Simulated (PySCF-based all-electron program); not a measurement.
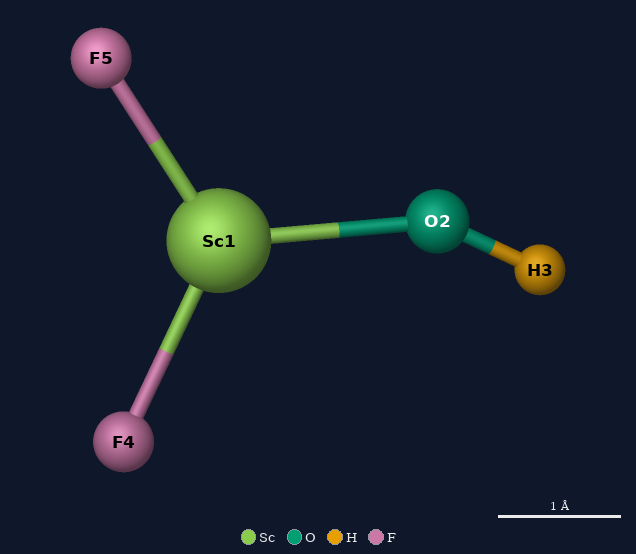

Figure made from data computed with PySCF-based all-electron program.

Orthographic view with a scale bar. The species is neutral and a spin singlet. Geometry: a fixed input geometry, not necessarily a minimum.

Write Cartesian coordinates in Å in the frame of the picture: x to the right, y up, z towards the viewer, origin at the mean of the atomic positions.

```xyz
5
F2HOSc
Sc  -0.54   0.05   0.10
O    1.26   0.21  -0.19
H    2.11  -0.19  -0.41
F   -1.32  -1.61  -0.04
F   -1.51   1.55   0.54
```
